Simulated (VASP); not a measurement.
Band structure of HfB (relaxed from the rock salt structure, space group Fm-3m). Level of theory: PBEsol GGA, VASP's PBE PAW potentials (set 64) (plane waves; VASP).

Unless said otherwise, spin-orbit coupling is left out, though it shifts the bands of the heavy elements here.

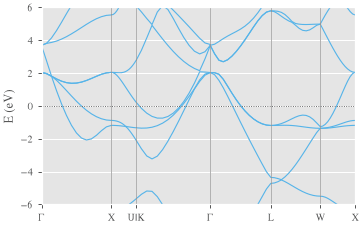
*Bands along high-symmetry lines, zero at the valence-band maximum or, without a gap, the Fermi level*

**Question.** Read the plot: is there a gap, and where are the band edges?

**Answer.** It has no gap at this level: it comes out as a metal or semimetal. (Edges off the drawn lines would not show.)

The structure was generated: HfB was put into the rock salt type (Fm-3m), which need not be its known phase. It was relaxed first, which changed the volume by -37 %. The electron count is odd and the run is not spin-polarised, which forces a metal.
